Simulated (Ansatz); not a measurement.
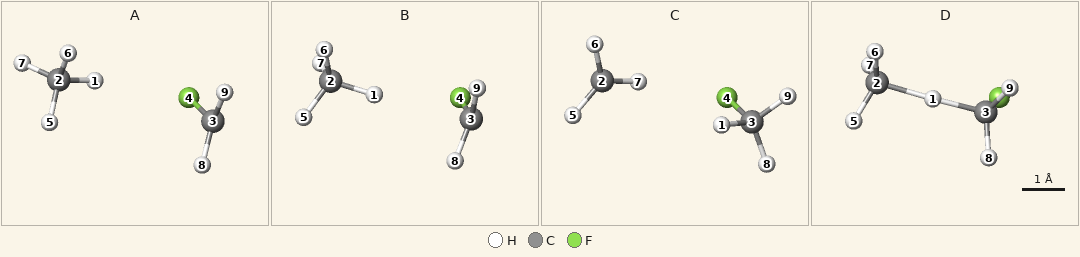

4 geometries from a converged minimum-energy path of C2H6F (multiplicity 2), made up of CH$_{4}$ and CH2F, shuffled. The picture is a ball-and-stick view, seen from a free direction.

These are results of UKS B3LYP-D4/def2-SVP (Ansatz), not measurements. Set-up: 7 movable images; climbing image; force threshold 0.05 eV/Å; iteration limit 60; starting path through a guess of the saddle point.

Which of them lies highest in energy?

Answer. D. In order along the path, whose images run from 0 to 8: A (image 0, 0.00 eV), B (image 3, +0.07 eV), D (image 5, +0.75 eV), C (image 8, +0.22 eV). A hydrogen atom shifts from one atom to another. Breaking: H1–C2 (1.10 → 1.39 at the top → 3.09 Å). Forming: H1–C3 (3.01 → 1.32 at the top → 1.10 Å).

Limits of the set-up: the start holds two separate molecules, 2.4 Å apart at their closest, whose relative position is a soft coordinate.

Cost: 2.7 min on 2 threads of AMD EPYC 9R45 (Zen 5) (shared host), peak memory 0.18 GiB.
